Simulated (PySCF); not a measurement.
# Cl3H2HfO (Hf(Cl)3(H2O)+): the cost of one run

Program: PySCF 2.14.0. Level of theory: several levels, as the steps say, no spin–orbit coupling. These are calculated values, not measurements.

1 further run of the same task is left out (for a known fault of the program).

### Step 1. The system as given

7 atoms, charge 1, spin multiplicity 1.

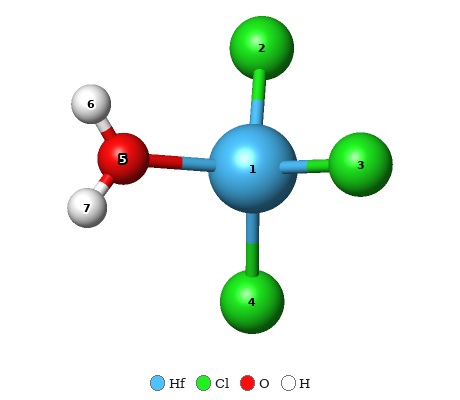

The geometry (hafnium blue, chlorine green, oxygen red, hydrogen white); atoms are numbered from 1 in the order of the file.

Geometry (Å):

```xyz
7
Cl3H2HfO
Hf   -0.05454    0.04395   -0.04395
Cl    1.19674    1.47680    1.23216
Cl   -1.43296   -1.24878    1.24878
Cl    1.19674   -1.23216   -1.47680
O    -1.29880    1.31540   -1.31540
H    -1.63152    2.20471   -1.09584
H    -1.63152    1.09584   -2.20471
```

Formal oxidation states: Hf +4. An earlier session relaxed this geometry at PBE0, Hf def2-SVP with ECP60, Cl def2-SVP, O def2-SVP, H def2-SVP (singlet, point group Cs).

At PBE0 on the finer grid: E = -1504.010518 Eh, HOMO -13.97 eV, LUMO -7.15 eV, Mulliken charge on Hf1 +1.03 e, largest force component 0.016 eV/Å. 

Levels to run: M06-L; CAM-B3LYP; PBE0, TZVP. Hardware: 2 threads of Arm Neoverse V1, shared host.

### Step 2. M06-L

run.py (the lines that set the calculation)

```python
mol = gto.M(atom='''
Hf    -0.05454     0.04395    -0.04395
Cl     1.19674     1.47680     1.23216
Cl    -1.43296    -1.24878     1.24878
Cl     1.19674    -1.23216    -1.47680
O     -1.29880     1.31540    -1.31540
H     -1.63152     2.20471    -1.09584
H     -1.63152     1.09584    -2.20471''',
    basis={'Hf': 'def2-SVP', 'Cl': 'def2-SVP', 'O': 'def2-SVP', 'H': 'def2-SVP'},
    ecp={'Hf': 'def2-SVP'},
    charge=1, spin=0)
mf = dft.RKS(mol, xc='M06L')
mf.grids.atom_grid = (75, 302)
mf = mf.density_fit()  # fitting sets: Hf def2-universal-JKFIT, Cl def2-universal-JKFIT, O def2-universal-JKFIT, H def2-universal-JKFIT
mf.conv_tol = 1e-08; mf.max_cycle = 55
mf.kernel(dm0)  # dm0: the density of the relaxed state
```

Run with:

```console
$ OMP_NUM_THREADS=2 python run.py
```

**Question.** How long does this run take on 2 threads of Arm Neoverse V1, shared host?

About 7.9 s.
